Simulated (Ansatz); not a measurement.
# CHBSi (singlet): one geometry, many settings

What do other methods and options give for CHBSi (singlet) at this geometry, and how long do they take?

Method: the settings change from run to run; program: Ansatz 0.2.0, Gaussian basis.

9 further runs of the same task are left out: 3 that didn't finish, 6 set aside as unsound or not needed.

## (1) The geometry

The geometry is a PBE0/def2-TZVP stationary point (not a proven minimum).

4 atoms, charge 0, spin multiplicity 1.

Atoms are counted from 1 here; the program's logs count them from 0.

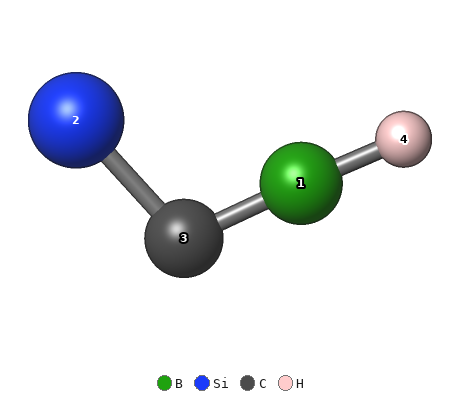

The structure; boron green, silicon blue, carbon dark grey, hydrogen pink; atoms are numbered from 1 in the order of the file.

## (2) BCCD on UHF/cc-pVDZ

Input file in.yaml:

```yaml
crystal:
  periodic: [false, false, false]
  atoms:
    - {symbol: B, position_ang: [0.000000, -0.241563, 1.545580]}
    - {symbol: Si, position_ang: [0.000000, -0.163599, -0.914026]}
    - {symbol: C, position_ang: [0.000000, 0.684873, 0.541816]}
    - {symbol: H, position_ang: [0.000000, -1.011482, 2.434693]}
basis:
  gaussian: {orbitals: cc-pVDZ}
magnetization: {spin_polarized: true, initial_magnetization: 0}
correlation: {method: bccd, electrons: valence}
accuracy: high
```

Launch:

```sh
ansatz run in.yaml --threads 1 --pin off --events-out ev --progress --plain --max-ram 2393MiB
```

Log (excerpt; [...] marks lines left out):

```text
Functional definition: HF
  name "HF"
  cite "Fock, Z. Phys. 61, 126 (1930) doi:10.1007/BF01340294"
  parent pbe
[...]
1088 factors; integrals over basis functions are off by at most 3.1e-9 eV
[...]
mean field -9577.41471256 eV, -351.9634988817 hartree, gradient 6.0e-8 eV, S^2 0.000000; 9 other end points of the search recorded, 0 dependent functions left out
determinant -9577.41471256 eV, -351.9634988817 hartree, with singles and doubles -9585.68689936 eV, -352.2674961394 hartree
determinant -9574.57733192 eV, -351.8592270666 hartree, with singles and doubles -9581.98733176 eV, -352.1315395379 hartree
determinant -9574.18446190 eV, -351.8447893596 hartree, with singles and doubles -9581.47521630 eV, -352.1127196417 hartree
7 core orbitals not correlated: weight in the atoms' cores, before any rotation towards them, 1.000 or more for the frozen orbitals, at most 0.000 for the correlated occupied ones
reference -9577.41471256 eV, -351.9634988817 hartree; 6, 6 occupied and 38, 38 virtual orbitals, 1088 factors
second order -7.65712909 eV of doubles, -0.00000000 eV of singles
cycle   1  -8.24560411 eV  change    2.7e-2 eV  update   9.8e-3
[...]
cycle  21  -8.25090614 eV  change  -1.7e-10 eV  update   1.2e-9
Total energy: -9585.66561869 eV, -352.2667140895 hartree
```

Wall time 7.5 s (1 thread of Arm Neoverse V2, shared host); peak memory 0.25 GiB.

From the report: ⟨S²⟩ of the determinant 0.000 (pure singlet: 0.00); correlation -8.2509 eV; largest double amplitude 0.07.

## (3) MP2 on RHF/cc-pVDZ

Edit in.yaml of step 2 so:

```diff
@@ -9,4 +9,4 @@
   gaussian: {orbitals: cc-pVDZ}
-magnetization: {spin_polarized: true, initial_magnetization: 0}
-correlation: {method: bccd, electrons: valence}
+magnetization: {spin_polarized: false}
+correlation: {method: mp2, electrons: outside_noble_gas}
 accuracy: high
```

The command is unchanged.

Log:

```text
Functional definition: HF
  name "HF"
  cite "Fock, Z. Phys. 61, 126 (1930) doi:10.1007/BF01340294"
  parent pbe
  exchange = exact_x
  correlation = 0
1088 factors; integrals over basis functions are off by at most 3.1e-9 eV
mean field evaluation 1: about -9574.1716 eV, gradient 3.3e1 eV
mean field evaluation 2: about -9574.1795 eV, gradient 3.3e1 eV
mean field evaluation 4: about -9577.3711 eV, gradient 2.9e0 eV
mean field evaluation 8: about -9577.4146 eV, gradient 1.0e-1 eV
mean field -9577.41471256 eV, -351.9634988817 hartree, gradient 5.1e-8 eV, S^2 0.000000; 0 other end points of the search recorded, 0 dependent functions left out
7 core orbitals not correlated: weight in the atoms' cores, before any rotation towards them, 1.000 or more for the frozen orbitals, at most 0.000 for the correlated occupied ones
reference -9577.41471256 eV, -351.9634988817 hartree; 6, 6 occupied and 38, 38 virtual orbitals, 1088 factors
second order -7.65712909 eV of doubles, -0.00000000 eV of singles
Total energy: -9585.07184165 eV, -352.2448931857 hartree
```

Wall time 0.75 s (1 thread of Arm Neoverse V2, shared host).

## (4) BCCD(T) on UHF/cc-pVDZ

Edit in.yaml of step 3 so:

```diff
@@ -9,4 +9,5 @@
   gaussian: {orbitals: cc-pVDZ}
-magnetization: {spin_polarized: false}
-correlation: {method: mp2, electrons: outside_noble_gas}
-accuracy: high
+magnetization: {spin_polarized: true, initial_magnetization: 0}
+correlation: {method: bccd_t, electrons: outside_noble_gas}
+scf: {omitted_lower_state_checks: [cluster_reference]}
+output: {forces: true}
```

The command is unchanged.

Log (excerpt; [...] marks lines left out):

```text
Functional definition: HF
  name "HF"
  cite "Fock, Z. Phys. 61, 126 (1930) doi:10.1007/BF01340294"
  parent pbe
[...]
493 factors; integrals over basis functions are off by at most 9.4e-4 eV
[...]
mean field -9577.41466073 eV, -351.9634969772 hartree, gradient 2.4e-6 eV, S^2 0.000000; 4 other end points of the search recorded, 0 dependent functions left out
7 core orbitals not correlated: weight in the atoms' cores, before any rotation towards them, 1.000 or more for the frozen orbitals, at most 0.000 for the correlated occupied ones
reference -9577.41466073 eV, -351.9634969772 hartree; 6, 6 occupied and 38, 38 virtual orbitals, 493 factors
second order -7.65710845 eV of doubles, -0.00000000 eV of singles
cycle   1  -7.88816187 eV  change   -2.3e-1 eV  update   9.6e-2
[...]
cycle  15  -8.25090577 eV  change    2.5e-7 eV  update   1.8e-7
perturbative correction -0.50214565 eV, -0.0184535121 hartree
[...]
Total energy: -9586.16771215 eV, -352.2851656836 hartree
Atom 0 at     0.000000    -0.241563     1.545580 Å, force    -0.000000    -0.758423     0.833783 eV/Å
Atom 1 at     0.000000    -0.163599    -0.914026 Å, force    -0.000000    -0.627557    -1.072989 eV/Å
Atom 2 at     0.000000     0.684873     0.541816 Å, force     0.000000     1.663176    -0.061620 eV/Å
Atom 3 at     0.000000    -1.011482     2.434693 Å, force     0.000000    -0.277196     0.300826 eV/Å
Dipole moment:     0.000000    -0.255395    -0.058540 e Å
Checks for a lower state left out: cluster_reference
```

It took 6.5 s on 1 thread of Arm Neoverse V2, shared host.

From the report: ⟨S²⟩ of the determinant 0.000 (pure singlet: 0.00); correlation -8.7531 eV; largest double amplitude 0.07.

## (5) BCCD/cc-pVDZ

Edit in.yaml of step 4 so:

```diff
@@ -10,3 +10,4 @@
 magnetization: {spin_polarized: true, initial_magnetization: 0}
-correlation: {method: bccd_t, electrons: outside_noble_gas}
+hamiltonian: {xc: {name: r2SCAN}}
+correlation: {method: bccd, electrons: outside_noble_gas}
 scf: {omitted_lower_state_checks: [cluster_reference]}
```

The command is unchanged.

Log (excerpt; [...] marks lines left out):

```text
Functional definition: r2SCAN
  name "r2SCAN"
  cite "Furness, Kaplan, Ning, Perdew & Sun, J. Phys. Chem. Lett. 11, 8208 (2020) doi:10.1021/acs.jpclett.0c02405"
  cite "Furness, Kaplan, Ning, Perdew & Sun, J. Phys. Chem. Lett. 11, 9248 (2020) doi:10.1021/acs.jpclett.0c03077"
  parent r2scan
[...]
493 factors; integrals over basis functions are off by at most 9.4e-4 eV
[...]
mean field -9602.08670993 eV, -352.8701780616 hartree, gradient 5.0e-6 eV, S^2 0.000000; 0 other end points of the search recorded, 0 dependent functions left out
7 core orbitals not correlated: weight in the atoms' cores, before any rotation towards them, 1.000 or more for the frozen orbitals, at most 0.000 for the correlated occupied ones
reference -9577.01802408 eV, -351.9489208491 hartree; 6, 6 occupied and 38, 38 virtual orbitals, 493 factors
second order -8.10335594 eV of doubles, -0.25394205 eV of singles
cycle   1  -8.18850774 eV  change    1.6e-1 eV  update   1.0e-1
[...]
cycle  14  -8.58960114 eV  change   -1.4e-6 eV  update   5.1e-7
[...]
Total energy: -9585.60762523 eV, -352.2645828690 hartree
Atom 0 at     0.000000    -0.241563     1.545580 Å, force    -0.000000    -0.551911     0.554375 eV/Å
Atom 1 at     0.000000    -0.163599    -0.914026 Å, force    -0.000000    -0.434452    -0.708237 eV/Å
Atom 2 at     0.000000     0.684873     0.541816 Å, force     0.000000     1.229498    -0.122638 eV/Å
Atom 3 at     0.000000    -1.011482     2.434693 Å, force     0.000000    -0.243134     0.276501 eV/Å
Dipole moment:     0.000000    -0.279607    -0.073838 e Å
Checks for a lower state left out: cluster_reference
```

Wall time 11 s (1 thread of Arm Neoverse V2, shared host).

From the report: ⟨S²⟩ of the determinant 0.000 (pure singlet: 0.00); correlation -8.5896 eV; largest double amplitude 0.07.

## (6) CCSD(T)/6-31G*

Input file in.yaml:

```yaml
crystal:
  periodic: [false, false, false]
  atoms:
    - {symbol: B, position_ang: [0.000000, -0.241563, 1.545580]}
    - {symbol: Si, position_ang: [0.000000, -0.163599, -0.914026]}
    - {symbol: C, position_ang: [0.000000, 0.684873, 0.541816]}
    - {symbol: H, position_ang: [0.000000, -1.011482, 2.434693]}
basis:
  gaussian: {orbitals: "6-31G*"}
magnetization: {spin_polarized: false}
hamiltonian: {xc: {name: r2SCAN}}
correlation: {method: ccsd_t, electrons: outside_noble_gas}
scf: {lower_state_search: full}
output: {forces: true}
```

The command is unchanged.

Log (excerpt; [...] marks lines left out):

```text
Functional definition: r2SCAN
  name "r2SCAN"
  cite "Furness, Kaplan, Ning, Perdew & Sun, J. Phys. Chem. Lett. 11, 8208 (2020) doi:10.1021/acs.jpclett.0c02405"
  cite "Furness, Kaplan, Ning, Perdew & Sun, J. Phys. Chem. Lett. 11, 9248 (2020) doi:10.1021/acs.jpclett.0c03077"
  parent r2scan
[...]
481 factors; integrals over basis functions are off by at most 9.5e-4 eV
[...]
mean field -9601.52212805 eV, -352.8494300603 hartree, gradient 8.6e-7 eV, S^2 0.000000; 0 other end points of the search recorded, 0 dependent functions left out
7 core orbitals not correlated: weight in the atoms' cores, before any rotation towards them, 1.000 or more for the frozen orbitals, at most 0.000 for the correlated occupied ones
reference -9576.38030318 eV, -351.9254850382 hartree; 6, 6 occupied and 38, 38 virtual orbitals, 481 factors
second order -8.00836780 eV of doubles, -0.24463731 eV of singles
cycle   1  -7.94546873 eV  change    3.0e-1 eV  update   1.0e-1
[...]
cycle  10  -8.37132050 eV  change    9.1e-6 eV  update   1.0e-5
perturbative correction -0.53428904 eV, -0.0196347602 hartree
[...]
Total energy: -9585.28591272 eV, -352.2527601524 hartree
Atom 0 at     0.000000    -0.241563     1.545580 Å, force    -0.000000    -0.433779     0.339675 eV/Å
Atom 1 at     0.000000    -0.163599    -0.914026 Å, force    -0.000000    -0.354696    -0.389752 eV/Å
Atom 2 at     0.000000     0.684873     0.541816 Å, force     0.000000     0.920299    -0.058720 eV/Å
Atom 3 at     0.000000    -1.011482     2.434693 Å, force     0.000000    -0.131824     0.108797 eV/Å
Dipole moment:    -0.000000    -0.250434    -0.024407 e Å
```

Run time: 5.5 s. Hardware: 1 thread of Arm Neoverse V2, shared host.

From the report: correlation -8.9056 eV; T1 0.012; largest double amplitude 0.07. The orbitals are Kohn-Sham ones, so correlation energy and T1 don't compare with those on Hartree-Fock orbitals.

## (7) All runs side by side

Where basis and cores are those of an earlier RCCSDT(Q)/cc-pVDZ run (-9586.2282 eV), and the state is the same kind, the miss against it is given.

```
                              level         correlated  functions  energy (eV)  from RCCSDT(Q) (meV)    time
                BCCD on UHF/cc-pVDZ            valence         51   -9585.6656                 562.6   7.5 s
                 MP2 on RHF/cc-pVDZ  outside noble gas         51   -9585.0718                1156.4  0.75 s
             BCCD(T) on UHF/cc-pVDZ  outside noble gas         51   -9586.1677                  60.5   6.5 s
  BCCD/cc-pVDZ (on r2SCAN orbitals)  outside noble gas         51   -9585.6076                 620.6    11 s
CCSD(T)/6-31G* (on r2SCAN orbitals)  outside noble gas         51   -9585.2859                         5.5 s
```

## (8) Summary of results

```
quantity                                    value
    runs                                        5
quickest               MP2 on RHF/cc-pVDZ, 0.75 s
 slowest  BCCD/cc-pVDZ (on r2SCAN orbitals), 11 s
```

**Reading.** Total energies in different bases, with other cores or another treatment of relativity can't be set against each other. BCCD/cc-pVDZ (on r2SCAN orbitals) took 14 times as long as MP2 on RHF/cc-pVDZ; the jobs differ in more than the method. Among the correlated runs with a miss given, it spans +61 to +1156 meV. Cores frozen from Kohn-Sham orbitals shift the total energy.
